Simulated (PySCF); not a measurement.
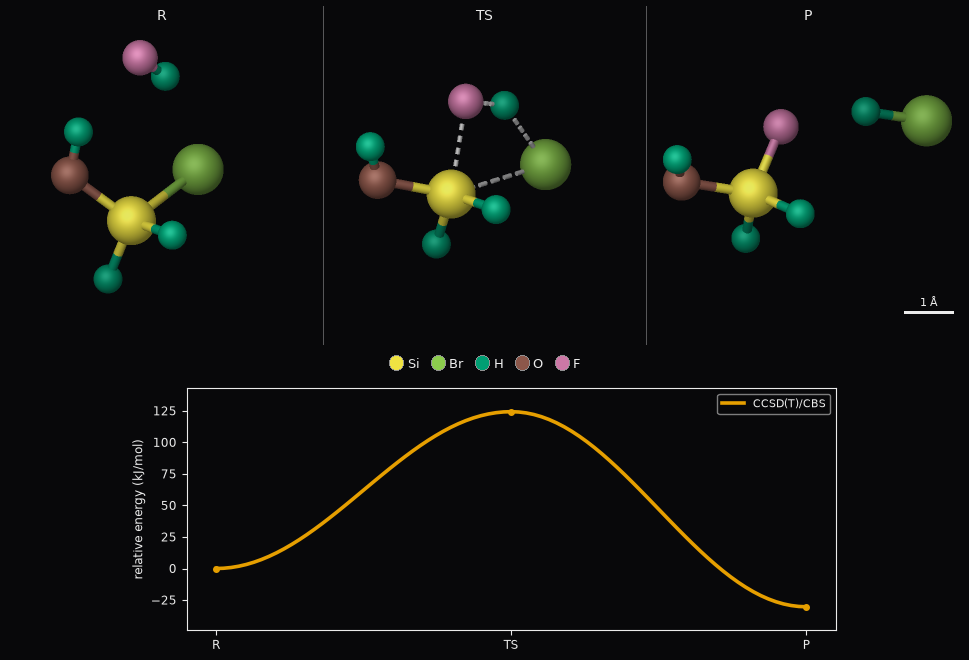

A reaction step of SiH4OBrF, with its energy diagram. A ball-and-stick model, seen at a tilt. Dashed sticks mark bonds that form or break.

Stationary points at PBE0-D4/def2-TZVP, single-point energies with CCSD(T)/CBS (def2-TZVPP where no basis is named; PySCF 2.14.0). The energies are electronic, without zero-point or thermal terms, and both ends are the minima reached downhill from the saddle, with any fragments still in contact. CCSD(T)/CBS stands for a frozen-core estimate: MP2 correlation extrapolated from def2-TZVPP and def2-QZVPP, CCSD(T) minus MP2 from the smaller set.

Describe the step and its energetics.

Answer. Counted by bonded pieces, R holds HF + SiH₃BrO and P holds HBr + SiH₃OF. From R over the saddle to P, bonds form: F–Si (3.42 → 1.95 → 1.61 Å), Br–H (2.39 → 1.80 → 1.42 Å). Bonds break: Br–Si (2.26 → 2.62 → 4.54 Å), F–H (0.93 → 1.05 → 2.09 Å). The saddle has one imaginary mode, 296i cm⁻¹. With CCSD(T)/CBS the barrier is 124.3 kJ/mol from R and 154.7 kJ/mol from P, and P lies 30.3 kJ/mol below R.
